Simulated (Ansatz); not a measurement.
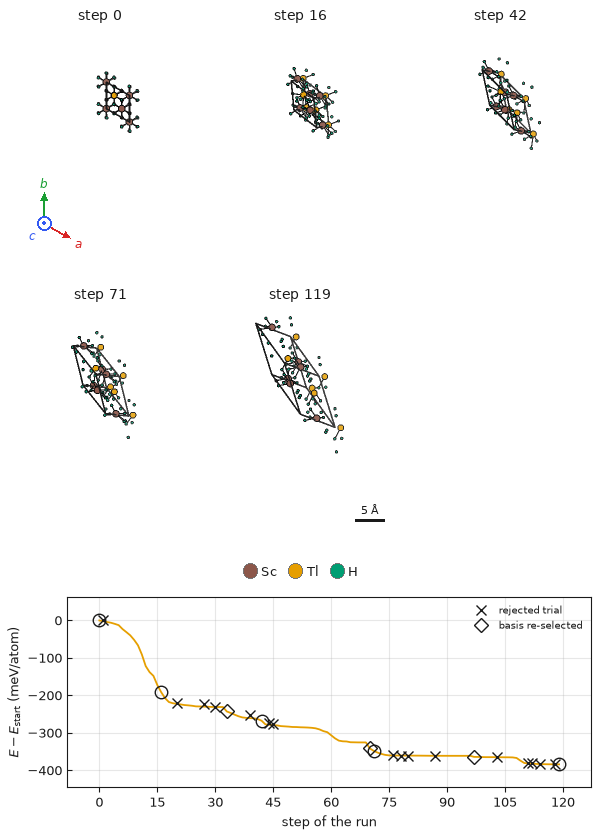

Frames of a relaxation of solid ScTlH6 (built on the MgTiF6-148 type type), marked on the history of the run. A ball-and-stick model of the larger cell on standard axes (3 times the calculation's cell), seen along the c axis.

Case: shaken.

These are results of Ansatz 0.2.0, DFT, PBEsol, plane waves, PAW, not measurements. (plane-wave cutoff 420 eV; k-point mesh 4 × 4 × 4; occupations fermi dirac; smearing width 0.05 eV; no spin polarisation; cell and atoms relaxed; force threshold 0.01 eV/Å; at most 120 steps)

Question: What happens along the run?

Answer: The relaxation stopped without meeting its thresholds, so the last structure isn't shown to be converged. The energy falls by 384 meV per atom in 100 accepted moves (119 points after the start). The largest force component goes from 0.38 to 0.027 eV/Å. Pressure: 0.50 GPa at the start and 0.01 GPa at the end. The line search rejected the trial steps at points 1, 20, 27, 30, 39, 44, 45, 76 and more of the run. At 3 points the geometry stayed and the basis and grid were re-selected for the new cell (energy shift of 15.9 meV per atom at most each time). The largest move relative to the cell is that of an H atom, 1.72 Å roughly along [2 3 1]. By element the largest moves are H 1.72 Å, Tl 1.06 Å, Sc 0.77 Å. Cell: a 4.674 → 8.842 Å (+89.2 %), b 4.653 → 9.426 Å (+102.6 %), c 13.829 → 14.747 Å (+6.6 %), α 90.2° → 70.0°, β 90.0° → 125.2°, γ 120.0° → 159.5°. Volume −1.5 %. Near-neighbour distances that change, for instance: H–Sc 7.991 → 2.135 Å, H–Sc 7.062 → 1.952 Å, Sc–Sc 8.472 → 3.362 Å, H–Tl 6.504 → 2.155 Å. New bonds form, among them: H–H (2.77 → 0.77 Å), H–Sc (3.26 → 2.10 Å), H–Sc (3.26 → 2.20 Å), H–Sc (3.78 → 1.95 Å). Bonds break, among them: H–Sc (1.97 → 3.07 Å), H–Sc (2.02 → 2.77 Å), H–Tl (1.92 → 4.33 Å), H–Tl (1.95 → 2.99 Å). Among the angles between lasting bonds that change: H–Sc–H 178.9° → 125.8°, H–Sc–H 90.8° → 58.6°, H–Sc–H 88.9° → 119.0°. The space group stays P1 (No. 1). Cost: 3.2 min on 4 threads of Arm Neoverse V2 (shared host), peak memory 0.49 GiB. From step 0 to 16: an H atom moves most (1.12 Å), volume −7.1 %, energy −191 meV per atom. From step 16 to 42: an H atom moves most (1.09 Å), volume +2.0 %, energy −76.3 meV per atom. From step 42 to 71: an H atom moves most (1.19 Å), volume −7.2 %, energy −80.3 meV per atom. From step 71 to 119: an H atom moves most (0.77 Å), volume +12.2 %, energy −36.1 meV per atom.

```json
{"step": "0", "E − E(0), meV/atom": "0.00", "largest force component, eV/Å": "0.3770", "pressure, GPa": "0.50", "volume, Å³/atom": "10.850", "note": ""}
{"step": "1", "E − E(0), meV/atom": "1.58", "largest force component, eV/Å": "0.4825", "pressure, GPa": "-0.24", "volume, Å³/atom": "10.888", "note": "rejected"}
{"step": "2", "E − E(0), meV/atom": "-4.21", "largest force component, eV/Å": "0.0935", "pressure, GPa": "-0.07", "volume, Å³/atom": "10.903", "note": ""}
{"step": "3", "E − E(0), meV/atom": "-6.09", "largest force component, eV/Å": "0.1740", "pressure, GPa": "-0.35", "volume, Å³/atom": "10.836", "note": ""}
{"step": "4", "E − E(0), meV/atom": "-9.11", "largest force component, eV/Å": "0.2556", "pressure, GPa": "-1.19", "volume, Å³/atom": "10.639", "note": ""}
{"step": "5", "E − E(0), meV/atom": "-12.52", "largest force component, eV/Å": "0.2234", "pressure, GPa": "-1.57", "volume, Å³/atom": "10.184", "note": ""}
{"step": "6", "E − E(0), meV/atom": "-22.92", "largest force component, eV/Å": "0.2155", "pressure, GPa": "0.32", "volume, Å³/atom": "9.762", "note": ""}
{"step": "7", "E − E(0), meV/atom": "-31.15", "largest force component, eV/Å": "0.2683", "pressure, GPa": "1.77", "volume, Å³/atom": "9.317", "note": ""}
{"step": "8", "E − E(0), meV/atom": "-39.71", "largest force component, eV/Å": "0.3538", "pressure, GPa": "3.27", "volume, Å³/atom": "8.997", "note": ""}
{"step": "9", "E − E(0), meV/atom": "-51.77", "largest force component, eV/Å": "0.3524", "pressure, GPa": "1.83", "volume, Å³/atom": "9.148", "note": ""}
{"step": "10", "E − E(0), meV/atom": "-66.32", "largest force component, eV/Å": "0.4769", "pressure, GPa": "-0.52", "volume, Å³/atom": "9.475", "note": ""}
{"step": "16", "E − E(0), meV/atom": "-191.26", "largest force component, eV/Å": "0.7040", "pressure, GPa": "-0.79", "volume, Å³/atom": "10.076", "note": ""}
{"step": "21", "E − E(0), meV/atom": "-223.96", "largest force component, eV/Å": "0.1125", "pressure, GPa": "-0.01", "volume, Å³/atom": "10.192", "note": ""}
{"step": "27", "E − E(0), meV/atom": "-223.54", "largest force component, eV/Å": "0.3089", "pressure, GPa": "1.23", "volume, Å³/atom": "9.889", "note": "rejected"}
{"step": "33", "E − E(0), meV/atom": "-242.90", "largest force component, eV/Å": "0.0159", "pressure, GPa": "1.20", "volume, Å³/atom": "10.016", "note": "same geometry, new basis"}
{"step": "39", "E − E(0), meV/atom": "-253.15", "largest force component, eV/Å": "0.2794", "pressure, GPa": "-1.72", "volume, Å³/atom": "10.734", "note": "rejected"}
{"step": "44", "E − E(0), meV/atom": "-272.89", "largest force component, eV/Å": "0.4028", "pressure, GPa": "1.17", "volume, Å³/atom": "9.741", "note": "rejected"}
{"step": "50", "E − E(0), meV/atom": "-284.21", "largest force component, eV/Å": "0.0806", "pressure, GPa": "-0.17", "volume, Å³/atom": "9.908", "note": ""}
{"step": "56", "E − E(0), meV/atom": "-287.80", "largest force component, eV/Å": "0.2597", "pressure, GPa": "-0.71", "volume, Å³/atom": "9.957", "note": ""}
{"step": "62", "E − E(0), meV/atom": "-320.65", "largest force component, eV/Å": "0.1887", "pressure, GPa": "0.58", "volume, Å³/atom": "9.361", "note": ""}
{"step": "67", "E − E(0), meV/atom": "-325.37", "largest force component, eV/Å": "0.0529", "pressure, GPa": "0.02", "volume, Å³/atom": "9.385", "note": ""}
{"step": "73", "E − E(0), meV/atom": "-356.10", "largest force component, eV/Å": "0.1035", "pressure, GPa": "0.38", "volume, Å³/atom": "9.822", "note": ""}
{"step": "79", "E − E(0), meV/atom": "-360.52", "largest force component, eV/Å": "0.0230", "pressure, GPa": "-0.05", "volume, Å³/atom": "10.202", "note": ""}
{"step": "85", "E − E(0), meV/atom": "-360.92", "largest force component, eV/Å": "0.1008", "pressure, GPa": "-0.06", "volume, Å³/atom": "10.183", "note": ""}
{"step": "90", "E − E(0), meV/atom": "-361.13", "largest force component, eV/Å": "0.0135", "pressure, GPa": "0.02", "volume, Å³/atom": "10.172", "note": ""}
{"step": "96", "E − E(0), meV/atom": "-361.16", "largest force component, eV/Å": "0.0048", "pressure, GPa": "-0.01", "volume, Å³/atom": "10.172", "note": ""}
{"step": "102", "E − E(0), meV/atom": "-364.72", "largest force component, eV/Å": "0.1790", "pressure, GPa": "0.17", "volume, Å³/atom": "10.806", "note": ""}
{"step": "108", "E − E(0), meV/atom": "-366.94", "largest force component, eV/Å": "0.2472", "pressure, GPa": "-0.13", "volume, Å³/atom": "10.895", "note": ""}
{"step": "113", "E − E(0), meV/atom": "-382.79", "largest force component, eV/Å": "0.0599", "pressure, GPa": "-0.20", "volume, Å³/atom": "10.708", "note": ""}
{"step": "119", "E − E(0), meV/atom": "-383.93", "largest force component, eV/Å": "0.0270", "pressure, GPa": "0.01", "volume, Å³/atom": "10.691", "note": ""}
```
